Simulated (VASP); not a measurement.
Band structure of BeHg3Se4 (ordered alloy cell). Level of theory: PBEsol GGA, VASP's PBE PAW potentials (set 64) (plane waves; VASP).

Unless said otherwise, spin-orbit coupling is left out, though it shifts the bands of the heavy elements here.

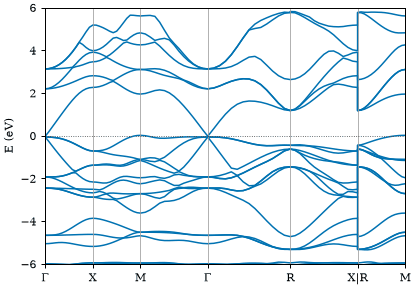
Figure: Bands along high-symmetry lines, zero at the valence-band maximum or, without a gap, the Fermi level

Read the plot: is there a gap, and where are the band edges?

It has no gap at this level: it comes out as a metal or semimetal. (Edges off the drawn lines would not show.)

The structure was generated: BeHg3Se4 was put into an ordered model structure (P-43m), which need not be its known phase. It was relaxed first.
